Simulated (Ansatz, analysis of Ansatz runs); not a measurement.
## Monovacancy in Ni: vacancy formation against experiment

How near does this set-up come to the measured vacancy formation? Subject: monovacancy in Ni. Set-up: LDA, 64-site cell, LDA lattice, 420 eV, k: 3x3x3 Gamma-centred. The model is a cell of 64 host atoms with 1 Ni taken out. The formation energy is the energy of the cell with the vacancy less that of the same number of atoms in the perfect cell. A local or semilocal functional is the cheapest first rung.

**The experiment.** Vacancy formation energy: 1.6 eV (“Anomalous Diffusion along Metal/Ceramic Interfaces”, 2018, arxiv:1807.04708).

Method: plane-wave PAW DFT, LDA; relaxation of all atoms of a defect supercell, in Ansatz 0.2.0.

## 1. The structure

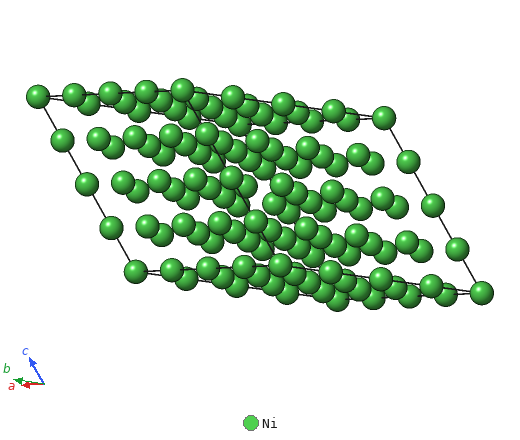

The cell as given, from a free direction (nickel green). Some periodic images of atoms are drawn too.

The cell holds 63 atoms: 63 Ni. Cell: a = 9.679 Å, b = 9.679 Å, c = 9.679 Å, α = 60.0°, β = 60.0°, γ = 60.0°. It derives from Ni (space group Fm-3m). Nearest the centre at fractional (0.500, 0.500, 0.500): Ni58 at 2.42 Å, Ni31 at 2.42 Å, Ni46 at 2.42 Å, Ni54 at 2.42 Å, Ni57 at 2.42 Å, Ni28 at 2.42 Å, Ni40 at 2.42 Å, Ni43 at 2.42 Å.

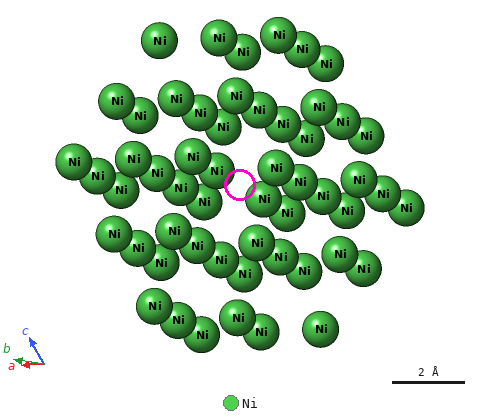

The atoms within 5 Å of the centre. A ring marks the centre wherever it is empty.

The host's primitive cell comes from a first run (plane-wave PAW DFT, LDA; relaxation of the host's cell and atoms): vectors of 2.420, 2.420 and 2.420 Å. That is 10.02 Å³ an atom, 8.4 % under the diffraction cell's volume. The supercell is built on it.

## 2. Relaxation, charge 0

Every later number rests on the structure around the defect, so the atoms are relaxed at the host's lattice first.

The input, relax/input.yaml:

```yaml
relax:
  f_tol: 0.02
  max_steps: 80
  escape_saddle: false
crystal:
  lattice:
    - [0.0, 6.84435214, 6.84435214]
    - [6.84435214, 0.0, 6.84435214]
    - [6.84435214, 6.84435214, 0.0]
  atoms:
    - { symbol: Ni, position: [0.0, 0.0, 0.0], spin: 0.7 }
    - { symbol: Ni, position: [0.0, 0.0, 0.25], spin: 0.7 }
    - { symbol: Ni, position: [0.0, 0.0, 0.5], spin: 0.7 }
    - { symbol: Ni, position: [0.0, 0.0, 0.75], spin: 0.7 }
    - { symbol: Ni, position: [0.0, 0.25, 0.0], spin: 0.7 }
    - { symbol: Ni, position: [0.0, 0.25, 0.25], spin: 0.7 }
    - { symbol: Ni, position: [0.0, 0.25, 0.5], spin: 0.7 }
    - { symbol: Ni, position: [0.0, 0.25, 0.75], spin: 0.7 }
    - { symbol: Ni, position: [0.0, 0.5, 0.0], spin: 0.7 }
    - { symbol: Ni, position: [0.0, 0.5, 0.25], spin: 0.7 }
    - { symbol: Ni, position: [0.0, 0.5, 0.5], spin: 0.7 }
    - { symbol: Ni, position: [0.0, 0.5, 0.75], spin: 0.7 }
    - { symbol: Ni, position: [0.0, 0.75, 0.0], spin: 0.7 }
    - { symbol: Ni, position: [0.0, 0.75, 0.25], spin: 0.7 }
    - { symbol: Ni, position: [0.0, 0.75, 0.5], spin: 0.7 }
    - { symbol: Ni, position: [0.0, 0.75, 0.75], spin: 0.7 }
    - { symbol: Ni, position: [0.25, 0.0, 0.0], spin: 0.7 }
    - { symbol: Ni, position: [0.25, 0.0, 0.25], spin: 0.7 }
    - { symbol: Ni, position: [0.25, 0.0, 0.5], spin: 0.7 }
    - { symbol: Ni, position: [0.25, 0.0, 0.75], spin: 0.7 }
    - { symbol: Ni, position: [0.25, 0.25, 0.0], spin: 0.7 }
    - { symbol: Ni, position: [0.25, 0.25, 0.25], spin: 0.7 }
    - { symbol: Ni, position: [0.25, 0.25, 0.5], spin: 0.7 }
    - { symbol: Ni, position: [0.25, 0.25, 0.75], spin: 0.7 }
    - { symbol: Ni, position: [0.25, 0.5, 0.0], spin: 0.7 }
    - { symbol: Ni, position: [0.25, 0.5, 0.25], spin: 0.7 }
    - { symbol: Ni, position: [0.25, 0.5, 0.5], spin: 0.7 }
    - { symbol: Ni, position: [0.25, 0.5, 0.75], spin: 0.7 }
    - { symbol: Ni, position: [0.25, 0.75, 0.0], spin: 0.7 }
    - { symbol: Ni, position: [0.25, 0.75, 0.25], spin: 0.7 }
    - { symbol: Ni, position: [0.25, 0.75, 0.5], spin: 0.7 }
    - { symbol: Ni, position: [0.25, 0.75, 0.75], spin: 0.7 }
    - { symbol: Ni, position: [0.5, 0.0, 0.0], spin: 0.7 }
    - { symbol: Ni, position: [0.5, 0.0, 0.25], spin: 0.7 }
    - { symbol: Ni, position: [0.5, 0.0, 0.5], spin: 0.7 }
    - { symbol: Ni, position: [0.5, 0.0, 0.75], spin: 0.7 }
    - { symbol: Ni, position: [0.5, 0.25, 0.0], spin: 0.7 }
    - { symbol: Ni, position: [0.5, 0.25, 0.25], spin: 0.7 }
    - { symbol: Ni, position: [0.5, 0.25, 0.5], spin: 0.7 }
    - { symbol: Ni, position: [0.5, 0.25, 0.75], spin: 0.7 }
    - { symbol: Ni, position: [0.5, 0.5, 0.0], spin: 0.7 }
    - { symbol: Ni, position: [0.5, 0.5, 0.25], spin: 0.7 }
    - { symbol: Ni, position: [0.5, 0.5, 0.75], spin: 0.7 }
    - { symbol: Ni, position: [0.5, 0.75, 0.0], spin: 0.7 }
    - { symbol: Ni, position: [0.5, 0.75, 0.25], spin: 0.7 }
    - { symbol: Ni, position: [0.5, 0.75, 0.5], spin: 0.7 }
    - { symbol: Ni, position: [0.5, 0.75, 0.75], spin: 0.7 }
    - { symbol: Ni, position: [0.75, 0.0, 0.0], spin: 0.7 }
    - { symbol: Ni, position: [0.75, 0.0, 0.25], spin: 0.7 }
    - { symbol: Ni, position: [0.75, 0.0, 0.5], spin: 0.7 }
    - { symbol: Ni, position: [0.75, 0.0, 0.75], spin: 0.7 }
    - { symbol: Ni, position: [0.75, 0.25, 0.0], spin: 0.7 }
    - { symbol: Ni, position: [0.75, 0.25, 0.25], spin: 0.7 }
    - { symbol: Ni, position: [0.75, 0.25, 0.5], spin: 0.7 }
    - { symbol: Ni, position: [0.75, 0.25, 0.75], spin: 0.7 }
    - { symbol: Ni, position: [0.75, 0.5, 0.0], spin: 0.7 }
    - { symbol: Ni, position: [0.75, 0.5, 0.25], spin: 0.7 }
    - { symbol: Ni, position: [0.75, 0.5, 0.5], spin: 0.7 }
    - { symbol: Ni, position: [0.75, 0.5, 0.75], spin: 0.7 }
    - { symbol: Ni, position: [0.75, 0.75, 0.0], spin: 0.7 }
    - { symbol: Ni, position: [0.75, 0.75, 0.25], spin: 0.7 }
    - { symbol: Ni, position: [0.75, 0.75, 0.5], spin: 0.7 }
    - { symbol: Ni, position: [0.75, 0.75, 0.75], spin: 0.7 }
basis:
  ecutwfc: 420
  xc_grid: 2
hamiltonian:
  xc: lda
kpoints:
  mp_grid: { grid: [3, 3, 3] }
magnetization:
  spin_polarized: true
scf:
  occupations: { method: methfessel_paxton, width: 0.1 }
  max_iter: 120
output:
  forces: true
checkpoint:
  write: "../relax.run"
  compress: false
  write_wavefunctions: true
  write_every: 100000
```

Command:

```sh
ansatz run input.yaml --threads 4 --pin off --max-ram 14131MiB --backend cpu --events-out ev --progress --plain --runs-dir out
```

Numbers of over 12 decimals in the logs are rounded to 6 here.

Log:

```text
[... repeated set-up lines and file paths are left out, and long positions are rounded to six places ...]
Engine: ansatz 0.2.0, aarch64-unknown-linux-gnu
Pseudopotentials: kind: paw
Pseudopotential: Ni, paw, valence charge 18, recommended cutoff 420 eV (normal), Ni.paw.azcp
Functional definition: SPW92
  exchange = slater_x
  correlation = pw_c
Crystal: 63 atoms, lattice volume = 641.249 Å³
Basis set: ecut = 420 eV, 12507 PW (Γ), exchange–correlation on 144×144×144 points (8 copies of the dense FFT grid, shifted against one another)
Bands: 707, of which v1, the nominal top of the filled ones, is band 567 counted from 1 (566 counted from 0)
Symmetry: 48 space group operations
Space group: Fm-3m (ITA 225), of the structure as read, at distance tolerance 8.6e-5 Å
Magnetic group: BNS 225.116 (UNI 1618), of the structure as read, at distance tolerance 8.6e-5 Å
k-points: 4 of 27
Non-local potential: Ni, projectors of the file, l = 0: 3, l = 1: 2, l = 2: 3, l = 3: 1
PAW form: soft (Blöchl's): semilocal exchange-correlation on the pseudo side does not see the compensation charge
PAW frozen core: Ni, regenerated for the run's functional, and the local potential with it (the file was generated under x = pbe(κ = 0.804, μ = 0.219515), c = pbe(β = 0.066725))
PAW one-centre angular grid: Ni, 590 points (default); XC on 64 Gauss nodes
Initial density: superposition of atomic densities (chi_scale 0.1, normalization cell)
Starting moments: Σ|m| = 44.1 μB on 63 of 63 sites
Initial wavefunctions: pseudopotential atomic-orbital guess
Functional: x = slater, c = lda
SCF iter   1: F=—  HF=-363671.360595 eV  |F-HF|=—  |Δ(HF+E_count)|=         —  Δρ=9.70e-2 (↑3.60e-2 ↓9.70e-2)  dr2=6.37e1  dr2_m=5.75e0  M=48.694 μB ∫|m|=50.270 μB  β_m=0.30  ethr=3.10e-3  ⟨swp⟩=4.6  Hψ=17520  notcnv=0  defer=226
Mixer restart at iter 1: flushing history
preconditioner: auto → Kerker (q_TF=auto, 3.000 Å⁻¹)  [metal: Δε(μ)=0.018 eV  Ē_g=8.712 eV  σ=0.100 eV  W_gap=0.10  n_scr=282 (ndim 8)  ℏωp=36.8 eV  f_vac=0.003  D(μ)=95.50/eV (n_scr^D=1458)]
spin=Collinear: Kerker preconditioning applied to the charge; magnetization (m = ρ↑ − ρ↓) channel mixes plain (no charge-response kernel on spin).
SCF iter   2: F=—  HF=-363656.506940 eV  |F-HF|=—  |Δ(HF+E_count)|=    1.49e1  Δρ=2.56e-2 (↑2.56e-2 ↓2.35e-2)  dr2=1.88e0  dr2_m=2.81e0  M=47.746 μB ∫|m|=49.829 μB  β_m=0.31  ethr=3.10e-3  ⟨swp⟩=2.8  Hψ=9113  notcnv=0  defer=881
SCF iter   3: F=—  HF=-363680.076971 eV  |F-HF|=—  |Δ(HF+E_count)|=    2.36e1  Δρ=2.39e-2 (↑2.39e-2 ↓9.78e-3)  dr2=2.25e0  dr2_m=1.10e0  M=46.533 μB ∫|m|=49.241 μB  β_m=0.61  ethr=1.66e-4  ⟨swp⟩=2.2  Hψ=9428  notcnv=0  defer=885
SCF iter   4: F=—  HF=-363716.487731 eV  |F-HF|=—  |Δ(HF+E_count)|=    3.64e1  Δρ=2.14e-2 (↑1.82e-2 ↓2.14e-2)  dr2=6.95e0  dr2_m=4.94e-2  M=43.448 μB ∫|m|=47.349 μB  β_m=0.80  ethr=1.66e-4  ⟨swp⟩=2.6  Hψ=9055  notcnv=0  defer=885
SCF iter   5: F=—  HF=-363721.096738 eV  |F-HF|=—  |Δ(HF+E_count)|=    4.61e0  Δρ=1.92e-2 (↑1.20e-2 ↓1.92e-2)  dr2=3.80e0  dr2_m=1.14e-1  M=41.062 μB ∫|m|=45.218 μB  β_m=0.57  ethr=1.66e-4  ⟨swp⟩=2.5  Hψ=9048  notcnv=0  defer=881
SCF iter   6: F=—  HF=-363720.489491 eV  |F-HF|=—  |Δ(HF+E_count)|=   6.07e-1  Δρ=5.92e-3 (↑2.25e-3 ↓5.92e-3)  dr2=6.07e-1  dr2_m=4.13e-2  M=40.884 μB ∫|m|=44.973 μB  β_m=0.73  ethr=1.66e-4  ⟨swp⟩=2.5  Hψ=10162  notcnv=0  defer=880
SCF iter   7: F=—  HF=-363721.094925 eV  |F-HF|=—  |Δ(HF+E_count)|=         —  Δρ=1.17e-2 (↑7.79e-3 ↓1.17e-2)  dr2=1.25e-1  dr2_m=5.48e-1  M=36.230 μB ∫|m|=40.327 μB  β_m=0.73  ethr=5.36e-5  ⟨swp⟩=2.0  Hψ=7259  notcnv=0  defer=880
Mixer restart at iter 7: flushing history
SCF iter   8: F=—  HF=-363721.177842 eV  |F-HF|=—  |Δ(HF+E_count)|=   8.29e-2  Δρ=5.44e-3 (↑5.39e-3 ↓5.44e-3)  dr2=6.36e-2  dr2_m=1.56e-1  M=35.404 μB ∫|m|=39.429 μB  β_m=0.87  ethr=1.10e-5  ⟨swp⟩=2.0  Hψ=9349  notcnv=0  defer=880
SCF iter   9: F=—  HF=-363721.362610 eV  |F-HF|=—  |Δ(HF+E_count)|=   1.85e-1  Δρ=1.07e-2 (↑5.08e-3 ↓1.07e-2)  dr2=1.01e0  dr2_m=5.11e-2  M=34.488 μB ∫|m|=38.420 μB  β_m=0.48  ethr=5.61e-6  ⟨swp⟩=2.6  Hψ=10635  notcnv=0  defer=880  recentre
SCF iter  10: F=—  HF=-363721.170815 eV  |F-HF|=—  |Δ(HF+E_count)|=   1.92e-1  Δρ=1.41e-3 (↑7.15e-4 ↓1.41e-3)  dr2=1.43e-2  dr2_m=5.07e-3  M=34.680 μB ∫|m|=38.611 μB  β_m=0.57  ethr=5.61e-6  ⟨swp⟩=2.2  Hψ=11064  notcnv=0  defer=886
SCF iter  11: F=—  HF=-363721.167657 eV  |F-HF|=—  |Δ(HF+E_count)|=   3.16e-3  Δρ=7.55e-4 (↑3.67e-4 ↓7.55e-4)  dr2=6.24e-3  dr2_m=5.61e-4  M=34.581 μB ∫|m|=38.479 μB  β_m=0.61  ethr=1.26e-6  ⟨swp⟩=2.0  Hψ=7910  notcnv=0  defer=886
SCF iter  12: F=—  HF=-363721.168236 eV  |F-HF|=—  |Δ(HF+E_count)|=   5.79e-4  Δρ=2.82e-4 (↑2.59e-4 ↓2.82e-4)  dr2=2.97e-3  dr2_m=9.02e-6  M=34.671 μB ∫|m|=38.570 μB  β_m=0.80  ethr=5.51e-7  ⟨swp⟩=2.1  Hψ=7458  notcnv=0  defer=886
SCF iter  13: F=—  HF=-363721.168246 eV  |F-HF|=—  |Δ(HF+E_count)|=   9.83e-6  Δρ=6.25e-4 (↑3.18e-4 ↓6.25e-4)  dr2=4.30e-3  dr2_m=1.57e-4  M=34.676 μB ∫|m|=38.573 μB  β_m=0.57  ethr=2.62e-7  ⟨swp⟩=2.0  Hψ=9759  notcnv=0  defer=886
SCF iter  14: F=—  HF=-363721.167634 eV  |F-HF|=—  |Δ(HF+E_count)|=   6.11e-4  Δρ=1.20e-4 (↑1.20e-4 ↓8.45e-5)  dr2=2.24e-4  dr2_m=9.43e-6  M=34.679 μB ∫|m|=38.574 μB  β_m=0.78  ethr=2.62e-7  ⟨swp⟩=2.0  Hψ=9793  notcnv=0  defer=886
[...]
SCF iter  25: F=—  HF=-363720.856197 eV  |F-HF|=—  |Δ(HF+E_count)|=   4.60e-6  S|Δr|=    0.00e0  Δρ=5.70e-5 (↑2.16e-5 ↓5.70e-5)  dr2=2.97e-5  dr2_m=2.97e-6  M=33.694 μB ∫|m|=37.643 μB  β_m=0.35  ethr=6.87e-10  ⟨swp⟩=3.6  Hψ=15707  notcnv=0
SCF iter  26: F=—  HF=-363720.856199 eV  |F-HF|=—  |Δ(HF+E_count)|=   1.89e-6  S|Δr|=    0.00e0  Δρ=8.68e-5 (↑3.37e-5 ↓8.68e-5)  dr2=7.09e-5  dr2_m=4.65e-6  M=33.698 μB ∫|m|=37.648 μB  β_m=0.25  ethr=6.87e-10  ⟨swp⟩=2.0  Hψ=9033  notcnv=0  defer=886  recentre
SCF iter  27: F=-363720.856195 eV  HF=-363720.856197 eV  |F-HF|=1.51e-6  |Δ(HF+E_count)|=   2.52e-6  S|Δr|=    0.00e0  Δρ=1.26e-5 (↑7.45e-6 ↓1.26e-5)  dr2=1.75e-6  dr2_m=2.68e-7  M=33.697 μB ∫|m|=37.646 μB  ethr=6.87e-10  ⟨swp⟩=2.0  Hψ=15141  notcnv=0
SCF 1 converged in 27 iterations: F = -363720.856195 eV  dr2 = 1.75e-6
  greatest PAW one-centre occupation: 1.002 electrons in one spin orbital (limit 2), on the Ni atom at site 45 (counted from 0), in its partial waves of l = 1
relax step   1: F+E_penalty+E_count = -363720.85619509 eV  Δ(F+E_penalty+E_count) = +0.000e0 eV  max|allowed force component| = 2.226e-1 eV/Å  Δτ_max = 0.0000 Å  (27 SCF iters, dr2 threshold 1.00e-5 eV, accepted)
[...]
relax step   2: F+E_penalty+E_count = -363720.89271277 eV  Δ(F+E_penalty+E_count) = -3.652e-2 eV  max|allowed force component| = 1.610e-1 eV/Å  Δτ_max = 0.0095 Å  (16 SCF iters, dr2 threshold 3.10e-6 eV, accepted)
relax step   3: F+E_penalty+E_count = -363720.92829026 eV  Δ(F+E_penalty+E_count) = -3.558e-2 eV  max|allowed force component| = 1.117e-2 eV/Å  Δτ_max = 0.0238 Å  (19 SCF iters, dr2 threshold 1.62e-6 eV, accepted)
[...]
relax step   4: F+E_penalty+E_count = -363720.92829123 eV  Δ(F+E_penalty+E_count) = -9.718e-7 eV  max|allowed force component| = 1.123e-2 eV/Å  Δτ_max = 0.0000 Å  (6 SCF iters, accepted)
NSCF: frozen V_eff on 4 k-points
the band table was solved once a step of the walk had ended and its energy, with any forces and stress, was formed, with the checks that follow a solve (17354 applications of the Hamiltonian). They found nothing against the state; [...]
SCF converged after 6 iterations
Stability not checked: this state was not tested for a lower state beside it, because cold or Methfessel-Paxton smearing, or corrected tetrahedra, fill the levels in a way that the test cannot read (fill_not_monotonic; see scf.lower_state_search)
Magnetization: 33.5357 μB (583.7679 up, 550.2321 down)
Absolute magnetization: 37.5285 μB (∫|ρ↑−ρ↓|, with the PAW one-centre terms)
Spin contamination: 0.2068 ħ² per cell (⟨S²⟩ above its minimum at these occupations)
Per-site moments (μB) at R_I (Å): [(0.549376, 0.998781), (0.558971, 0.997590), (0.556883, 0.997590), [... 60 left out ...]
Free energy (F): -363720.928291 eV
Harris-Foulkes:  -363720.928291 eV  (|F-HF|=3.22e-8)
Internal energy: -363720.891424 eV  (E = F + TS)
E sigma→0 (E₀):  -363720.919074 eV
Entropy (-TS):   -0.036867 eV (-0.585 meV/atom)
Fermi energy:    19.263168 eV
--- Per-component energies (eV) ---
  E_band       = -16569.559684
  E_kinetic    = 17919.358318
  E_local      = -211704.466908  (includes V_loc(G=0)·N_el)
  E_nonlocal   = 40188.596019
  E_hartree    = 88498.970780
  E_xc         = -5376.836552
  E_vxc        = -6961.356062  (∫ρ·V_xc dr)
  E_paw        = -98423.891769  (= ΣΔE_a)
  E_vpaw       = -33009.686251  (= ΣTr[D̂ρ^β])
  E_aug_tail   = 0.042711  (compensation charges beyond the density's cutoff)
  E_ewald      = -194850.013612
  E_core_change = 27.349589  (= ΣΔE_core)
  E_smearing   = -0.036867  (= −TS)
  E_closure    = -0.000000  (closes the sum)
  Σ components = -363720.928291   (vs F -363720.928291, Δ=0.00e0)
--- Forces (eV/Å), atoms counted from 1 ---
  atom   1  Ni     0.00000000     0.00000000     0.00000000
  atom   2  Ni     0.00395207     0.00395207    -0.00000000
  [... 28 atoms left out ...]
  atom  31  Ni     0.00347454    -0.00347454     0.00000000
  [... 7 atoms left out ...]
  atom  39  Ni    -0.00347454    -0.00000000    -0.00347454
  atom  40  Ni    -0.00000000     0.00347454    -0.00347454
  [... 1 atom left out ...]
  atom  42  Ni    -0.00347454    -0.00347454     0.00000000
  atom  43  Ni     0.00347454     0.00347454     0.00000000
  [... 1 atom left out ...]
  atom  45  Ni     0.00000000    -0.00347454     0.00347454
  atom  46  Ni     0.00347454     0.00000000     0.00347454
  [... 7 atoms left out ...]
  atom  54  Ni    -0.00347454     0.00347454    -0.00000000
  [... 2 atoms left out ...]
  atom  57  Ni    -0.00347454    -0.00000000     0.00347454
  atom  58  Ni    -0.00000000     0.00347454     0.00347454
  [... 5 atoms left out ...]
  max |Σ_I F_I| component: 3.92e-18 eV/Å
--- Band table (eV; the first three rows and the last of 8) ---
  k-point 0 ↑: bands = ["-83.6010", "-83.5857", "-83.5857", "-83.5857", [... 699 left out ...] "33.0266", "34.4780", "34.5184", "34.5184"]
  k-point 1 ↑: bands = ["-83.5984", "-83.5908", "-83.5848", "-83.5848", [... 699 left out ...] "32.7668", "32.7668", "33.3013", "33.3033"]
  [... further k-points left out ...]
--- Relaxed structure (4 steps of the walk, 4 accepted, 0 SCFs on fresh bases) ---
  F+E_penalty+E_count = -363720.92829123 eV   max|allowed force component| = 1.123e-2 eV/Å
  atoms:
    - { symbol: Ni, position: [0, 0, 0] }
    - { symbol: Ni, position: [0, 0, 0.250149] }
    [... 28 atoms left out ...]
    - { symbol: Ni, position: [0.253441, 0.746559, 0.500000] }
    [... 7 atoms left out ...]
    - { symbol: Ni, position: [0.500000, 0.253441, 0.500000] }
    - { symbol: Ni, position: [0.500000, 0.253441, 0.746559] }
    [... 1 atom left out ...]
    - { symbol: Ni, position: [0.500000, 0.500000, 0.253441] }
    - { symbol: Ni, position: [0.500000, 0.500000, 0.746559] }
    [... 1 atom left out ...]
    - { symbol: Ni, position: [0.500000, 0.746559, 0.253441] }
    - { symbol: Ni, position: [0.500000, 0.746559, 0.500000] }
    [... 7 atoms left out ...]
    - { symbol: Ni, position: [0.746559, 0.253441, 0.500000] }
    [... 2 atoms left out ...]
    - { symbol: Ni, position: [0.746559, 0.500000, 0.253441] }
    - { symbol: Ni, position: [0.746559, 0.500000, 0.500000] }
    [... 5 atoms left out ...]
```

The job ended after 18 min (4 threads of Arm Neoverse V1, shared host; peak memory 10 GiB).

[end of part 1 of 2]

[Logs are printed without paths, hosts, clocks, repeated set-up lines and the standing remarks that a program may print on its own settings, such as how far it seeks lower states.]

[Hosts, paths, dates, database ids (printed as entryN), source tags and the programs' standing remarks are cut or masked in the printed files.]

[For some hosts the program warned that the k-mesh of the response run may be too coarse for force constants and the static dielectric constant; such warnings are not shown here.]
